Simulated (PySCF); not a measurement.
# BPH4 (SMILES BP): levels of theory compared

Wanted: a comparison of 6 runs (B2PLYP/STO-3G, M06-2X/STO-3G, PBE/STO-3G, PBE0/STO-3G, SVWN5/STO-3G, CCSDTQ/STO-3G) of BPH4. The job is set up through a Python script.

The calculation is run with PySCF 2.14.0.

2 further runs of the same task are left out: 2 set aside as unsound or not needed.

## (1) The structure to begin with

BPH4: 6 atoms, total charge 0, spin state singlet. As SMILES, `BP`. The B1–P2 distance was set to 2.762 Å, away from the relaxed value. At this shape a bond of the SMILES string is far longer than usual.

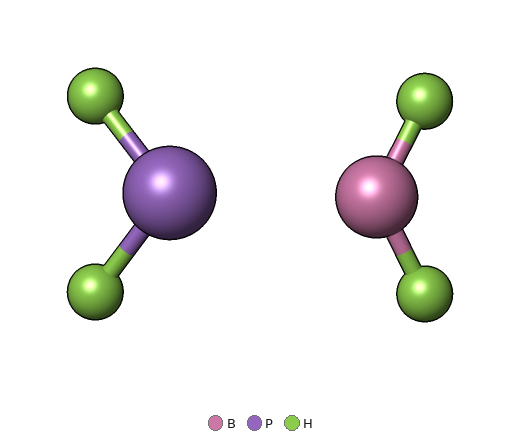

The structure, seen from a chosen angle (boron pink, phosphorus purple, hydrogen green).

## (2) The energy at B2PLYP/STO-3G (run 1)

The input, start.xyz:

```xyz
6

B     -0.185383    -1.766341     0.048504
P      0.378740     0.928770     0.259630
H     -0.965503    -2.249571     0.772554
H      0.471187    -2.439251    -0.646306
H      0.599110     1.319050    -1.043720
H     -0.862270     1.512200     0.398210
```

The input, input.py:

```python
from pyscf import gto, dft, mp

molecule = gto.M(
    atom='start.xyz',
    basis='sto-3g',
    charge=0,
    spin=0,
    verbose=3,
    max_memory=1860,
)

calc0 = dft.RKS(molecule)
calc0.xc = '0.53*HF + 0.47*B88, 0.73*LYP'
calc0.grids.level = 5
calc0.conv_tol = 1e-10
calc0.kernel()
if not calc0.converged:
    calc0 = calc0.newton().run(calc0.mo_coeff, calc0.mo_occ)

pt = mp.MP2(calc0, frozen=6).run()
etot = calc0.e_tot + 0.27 * pt.e_corr
print('PT2 part  %.8f' % (0.27 * pt.e_corr))
print('E = %.10f Eh' % etot)
```

Started as:

```console
$ OMP_NUM_THREADS=1 python input.py
```

The log of the run:

```text
converged SCF energy = -364.010096450062
E(RMP2) = -364.135487642568  E_corr = -0.12539119250633
E(SCS-RMP2) = -364.155767577136  E_corr = -0.145671127073748
PT2 part  -0.03385562
E = -364.0439520720 Eh
```

Wall time 3.3 s (1 thread of AMD EPYC 7R13 (Zen 3), shared host); peak memory 0.19 GiB.

## (3) A single-point energy at M06-2X/STO-3G (run 2)

The input, run.py:

```python
from pyscf import gto, dft

system = gto.M(
    atom='''
B     -0.185383    -1.766341     0.048504
P      0.378740     0.928770     0.259630
H     -0.965503    -2.249571     0.772554
H      0.471187    -2.439251    -0.646306
H      0.599110     1.319050    -1.043720
H     -0.862270     1.512200     0.398210
''',
    max_memory=1860,
    spin=0,
    basis='sto-3g',
    verbose=3,
)

myscf = dft.RKS(system, xc='m06-2x')
myscf.conv_tol = 1e-10
myscf.grids.level = 5
myscf.kernel()
if not myscf.converged:
    myscf = myscf.newton().run(myscf.mo_coeff, myscf.mo_occ)

e_tot = myscf.e_tot
print('Final energy', e_tot)
```

Started as:

```console
$ OMP_NUM_THREADS=1 python run.py
```

The log of the run:

```text
converged SCF energy = -364.254832204916
Final energy -364.254832204916
```

It took 3.9 s on 1 thread of AMD EPYC 7R13 (Zen 3), shared host; peak memory 0.2 GiB.

## (4) The energy at PBE/STO-3G (run 3)

The input, input.py:

```python
from pyscf import gto, dft

mol = gto.M(
    atom='''
B     -0.185383    -1.766341     0.048504
P      0.378740     0.928770     0.259630
H     -0.965503    -2.249571     0.772554
H      0.471187    -2.439251    -0.646306
H      0.599110     1.319050    -1.043720
H     -0.862270     1.512200     0.398210
''',
    max_memory=1860,
    charge=0,
    basis='sto-3g',
    verbose=4,
)

myscf = dft.RKS(mol, xc='pbe')
myscf.grids.level = 5
myscf.conv_tol = 1e-10
myscf.kernel()
if not myscf.converged:
    myscf = myscf.newton().run(myscf.mo_coeff, myscf.mo_occ)

etot = myscf.e_tot
print('E = %.10f Eh' % etot)
```

Started as:

```console
$ OMP_NUM_THREADS=1 python input.py
```

The log of the run:

```text
PySCF version 2.14.0

[INPUT] num. atoms = 6
[INPUT] num. electrons = 24
[INPUT] charge = 0
[INPUT] spin (= nelec alpha-beta = 2S) = 0
[INPUT] symmetry False subgroup None
[INPUT] Mole.unit = angstrom
[INPUT] Symbol           X                Y                Z      unit          X                Y                Z       unit  Magmom
[INPUT]  1 B     -0.185383000000  -1.766341000000   0.048504000000 AA   -0.350323098150  -3.337900732590   0.091659275946 Bohr   0.0
[INPUT]  2 P      0.378740000000   0.928770000000   0.259630000000 AA    0.715714872418   1.755120932712   0.490629593721 Bohr   0.0
[INPUT]  3 H     -0.965503000000  -2.249571000000   0.772554000000 AA   -1.824536242446  -4.251073087764   1.459915476437 Bohr   0.0
[INPUT]  4 H      0.471187000000  -2.439251000000  -0.646306000000 AA    0.890414383455  -4.609516339071  -1.221341332663 Bohr   0.0
[INPUT]  5 H      0.599110000000   1.319050000000  -1.043720000000 AA    1.132153818488   2.492643244608  -1.972344950731 Bohr   0.0
[INPUT]  6 H     -0.862270000000   1.512200000000   0.398210000000 AA   -1.629454145429   2.857643845567   0.752507840063 Bohr   0.0

nuclear repulsion = 37.5826132752346
number of shells = 12
number of NR pGTOs = 54
number of NR cGTOs = 18
basis = sto-3g
ecp = {}

******** <class 'pyscf.dft.rks.RKS'> ********
method = RKS
initial guess = minao
damping factor = 0
level_shift factor = 0
DIIS = <class 'pyscf.scf.diis.CDIIS'>
diis_start_cycle = 1
diis_space = 8
diis_damp = 0
SCF conv_tol = 1e-10
SCF conv_tol_grad = None
SCF max_cycles = 50
direct_scf = True
direct_scf_tol = 1e-13
XC library pyscf.dft.libxc version 7.0.0
    S. Lehtola, C. Steigemann, M. J.T. Oliveira, and M. A.L. Marques.,  SoftwareX 7, 1–5 (2018)
XC functionals = pbe
    J. P. Perdew, K. Burke, and M. Ernzerhof.,  Phys. Rev. Lett. 77, 3865 (1996)
    J. P. Perdew, K. Burke, and M. Ernzerhof.,  Phys. Rev. Lett. 78, 1396 (1997)
    J. P. Perdew, K. Burke, and M. Ernzerhof.,  Phys. Rev. Lett. 77, 3865 (1996)
    J. P. Perdew, K. Burke, and M. Ernzerhof.,  Phys. Rev. Lett. 78, 1396 (1997)
radial grids:
    Treutler-Ahlrichs [JCP 102, 346 (1995); DOI:10.1063/1.469408] (M4) radial grids

becke partition: Becke, JCP 88, 2547 (1988); DOI:10.1063/1.454033
pruning grids: <function nwchem_prune>
grids dens level: 5
symmetrized grids: False
atomic radii adjust function: <function treutler_atomic_radii_adjust>
small_rho_cutoff = 0
Set gradient conv threshold to 1e-05
Initial guess from minao.
tot grids = 180912
init E= -363.608619192027
  HOMO = -0.187842039357465  LUMO = -0.0680001633388275  gap/eV = 3.26106
cycle= 1 E= -364.020668322675  delta_E= -0.412  |g|= 0.168  |ddm|= 2.65
  HOMO = -0.0769019339137144  LUMO = -0.0491569361913708  gap/eV = 0.75498
cycle= 2 E= -363.305602414157  delta_E= 0.715  |g|=  1.2  |ddm|= 2.46
  HOMO = -0.0850863454679262  LUMO = -0.00930660589171983  gap/eV = 2.06207
cycle= 3 E= -364.030765084812  delta_E= -0.725  |g|= 0.106  |ddm|= 2.17
  HOMO = -0.088211740341561  LUMO = -0.00805442856311334  gap/eV = 2.18119
cycle= 4 E= -364.036216268281  delta_E= -0.00545  |g|= 0.00778  |ddm|= 0.189
  HOMO = -0.0878898644460415  LUMO = -0.00609187887199564  gap/eV = 2.22584
cycle= 5 E= -364.036253150494  delta_E= -3.69e-05  |g|= 0.00198  |ddm|= 0.026
  HOMO = -0.0882764510345573  LUMO = -0.00642800762017615  gap/eV = 2.22721
cycle= 6 E= -364.036254898097  delta_E= -1.75e-06  |g|= 0.000814  |ddm|= 0.00566
  HOMO = -0.0882695146101898  LUMO = -0.00632642632966818  gap/eV = 2.22979
cycle= 7 E= -364.036255297524  delta_E= -3.99e-07  |g|= 5e-05  |ddm|= 0.00193
  HOMO = -0.0882661071143835  LUMO = -0.00632709214606131  gap/eV = 2.22967
cycle= 8 E= -364.036255298878  delta_E= -1.35e-09  |g|= 2.34e-05  |ddm|= 0.000148
  HOMO = -0.0882672086831657  LUMO = -0.00632502507533839  gap/eV = 2.22976
cycle= 9 E= -364.036255299225  delta_E= -3.47e-10  |g|= 8.16e-07  |ddm|= 5.61e-05
  HOMO = -0.0882670194790147  LUMO = -0.00632494912072284  gap/eV = 2.22976
cycle= 10 E= -364.036255299225  delta_E= -4.55e-13  |g|= 1.89e-07  |ddm|= 3.7e-06
  HOMO = -0.0882670629198758  LUMO = -0.00632488604376819  gap/eV = 2.22976
Extra cycle  E= -364.036255299225  delta_E= 2.27e-13  |g|= 6.69e-07  |ddm|= 2.17e-06
converged SCF energy = -364.036255299225
E = -364.0362552992 Eh
```

It took 3.3 s on 1 thread of AMD EPYC 7R13 (Zen 3), shared host; peak memory 0.19 GiB.

Runs 4 to 5 aren't shown in full; the table further down has their settings and results.

## (5) A single-point energy at CCSDTQ/STO-3G (run 6)

The input, calc.py:

```python
from pyscf import gto, cc

system = gto.M(
    atom=[
    ('B', (-0.185383, -1.766341, 0.048504)),
    ('P', (0.378740, 0.928770, 0.259630)),
    ('H', (-0.965503, -2.249571, 0.772554)),
    ('H', (0.471187, -2.439251, -0.646306)),
    ('H', (0.599110, 1.319050, -1.043720)),
    ('H', (-0.862270, 1.512200, 0.398210)),
],
    basis='sto-3g',
    spin=0,
    max_memory=1860,
    verbose=3,
    charge=0,
)

mf = system.RHF()
mf.conv_tol = 1e-10
mf.kernel()
if not mf.converged:
    mf = mf.newton().run(mf.mo_coeff, mf.mo_occ)

mycc = cc.CCSDTQ(mf, frozen=6)
mycc.kernel()
e_tot = mycc.e_tot
print('E(%s) = %.9f' % ('CCSDTQ', e_tot))
```

Started as:

```console
$ OMP_NUM_THREADS=1 python calc.py
```

The log of the run:

```text
converged SCF energy = -363.422406382052
_make_eris_incore_RCCSDTQ

WARN: A large `blksize` is being used, which may cause large memory consumption
      for storing contraction intermediates. If memory is sufficient, consider using
      `pyscf.cc.rccsdtq_highm.RCCSDTQ` instead.

RCCSDTQ converged
E(RCCSDTQ) = -363.5661830013831   E_corr = -0.1437766193310246
E_corr(same-spin) = -0.0020345673623155
E_corr(oppo-spin) = -0.141742051968709
E(CCSDTQ) = -363.566183001
```

Run time: 38 s. Hardware: 1 thread of AMD EPYC 7R13 (Zen 3), shared host; peak memory 0.15 GiB.

## (6) All runs side by side

| run | level | frozen core orbitals | integration grid | energy (Eh) | dipole moment (D) of the reference | HOMO energy (eV) | LUMO energy (eV) | wall time |
| --- | --- | --- | --- | --- | --- | --- | --- | --- |
| 1 | B2PLYP/STO-3G | 6 | 5 | -364.043952 | 0.84 | -4.21 | 3.04 | 3.3 s |
| 2 | M06-2X/STO-3G | – | 5 | -364.254832 | 0.86 | -4.37 | 2.37 | 3.9 s |
| 3 | PBE/STO-3G | – | 5 | -364.036255 | 0.75 | -2.40 | -0.17 | 3.3 s |
| 4 | PBE0/STO-3G | – | 5 | -364.087543 | 0.87 | -3.41 | 1.18 | 3.3 s |
| 5 | SVWN5/STO-3G | – | 5 | -362.624794 | 0.87 | -2.27 | -0.33 | 2 s |
| 6 | CCSDTQ/STO-3G | 6 | – | -363.566183 | 0.93 | -5.47 | 5.64 | 38 s |

## (7) Summary of results

| quantity | value |
| --- | --- |
| run 6: total energy | -363.56618 Eh |
| run 6: dipole moment (Hartree–Fock density) | 0.93 D |
| run 6: HOMO energy (Hartree–Fock orbitals) | -5.47 eV |
| run 6: LUMO energy (Hartree–Fock orbitals) | 5.64 eV |
| run 6: HOMO–LUMO gap (Hartree–Fock orbitals) | 11.10 eV |
| run 6: correlation energy (6 core orbitals frozen) | -143.8 mEh |
| run 6: T1 diagnostic | 0.019 |

**Reading.** Over runs 1, 2, 3, 4, 5 the dipole moment (its size) runs from 0.75 D (PBE/STO-3G) to 0.87 D (PBE0/STO-3G). Over runs 1, 2, 3, 4, 5 the HOMO–LUMO gap runs from 1.94 eV (SVWN5/STO-3G) to 7.25 eV (B2PLYP/STO-3G). A double hybrid's value is that of its SCF part. Totals of different functionals can't be ranked against each other. In runs 1, 2, 3, 4, 5, 6 the basis is minimal, so the values are rough. All runs together took 53 s, the longest 38 s.
